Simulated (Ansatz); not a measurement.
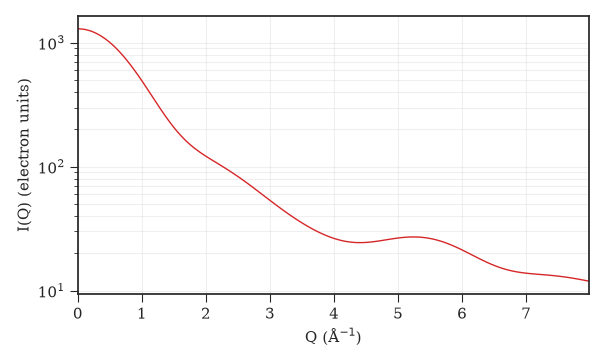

Elastic X-ray scattering of a randomly oriented, rigid molecule, calculated with the Debye equation from neutral-atom form factors (independent atoms, no Compton part, no vibration). The geometry is the end point of an optimisation (RHF/def2-SVP in Ansatz 0.2.0); it may be a saddle point or a higher isomer. It contains C, O, H.

How many electrons does the independent-atom model of the molecule hold?

I(0) is the square of the electron number: I(0) = 1300, so about 36 electrons, the count of C4H4O.

What radius of gyration does the initial fall-off give?

From I(Q) ≈ I(0) exp(−Q²R²/3) at small Q, R ≈ 1.76 Å. It is larger than the electron-weighted radius of the nuclear positions alone (1.58 Å), because each atom's electron cloud adds to it.
